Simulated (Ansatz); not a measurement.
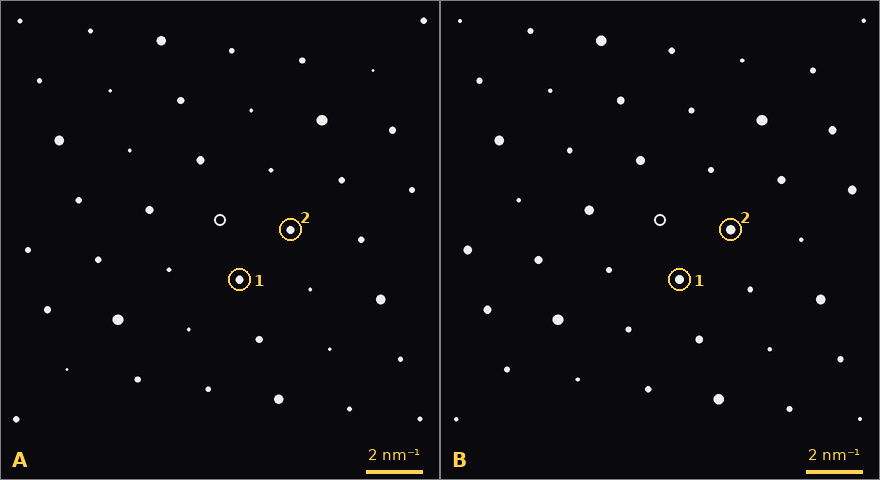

Kinematic electron diffraction patterns (300 kV, B = 0.5 Å², same scale) along [111] of the run's own cell, for the start and the end of one relaxation of CaTl2Bi2 with Ansatz, DFT, PAW plane waves, r2scan. k mesh 6×6×4. The start is a generated model structure, and the relaxation ends in the nearest stationary point of its symmetry, not necessarily the ground state. Spot 1 is -1 1 0 and spot 2 is -1 0 1 in both.

Start structure:

```yaml
crystal:
  lattice:
    - [5.12978, 0.00000, 0.00000]
    - [-2.56489, 4.44252, 0.00000]
    - [0.00000, 0.00000, 8.30913]
  atoms:
    - { symbol: Ca, position: [0.00000, 0.00000, 0.00000] }
    - { symbol: Tl, position: [0.33330, 0.66670, 0.63010] }
    - { symbol: Tl, position: [0.66670, 0.33330, 0.36990] }
    - { symbol: Bi, position: [0.33330, 0.66670, 0.24130] }
    - { symbol: Bi, position: [0.66670, 0.33330, 0.75870] }
```

**Which pattern belongs to the start structure, and which to the relaxed one?**

B is the start: its cell gives d(1) = 4.443 Å, d(2) = 3.918 Å and an angle of 63.8°. The spot positions hardly differ, so the intensities decide: those computed from the start structure match B, and A is the relaxed structure.

**Name reflections whose intensity changes strongly on relaxation.**

2 0 -2 goes from 1.3 to 14 % of the strongest spot; 1 -3 2 goes from 1 to 9.2 % of the strongest spot; 1 1 -2 goes from 31 to 12 % of the strongest spot.

**Summarise the relaxation behind the change.**

The cell was held fixed; with the mean shift removed, the atoms moved by up to 0.36 Å relative to the cell (Bi most); the space group stayed P-3m1 (No. 164); the free energy fell by 45 meV an atom.
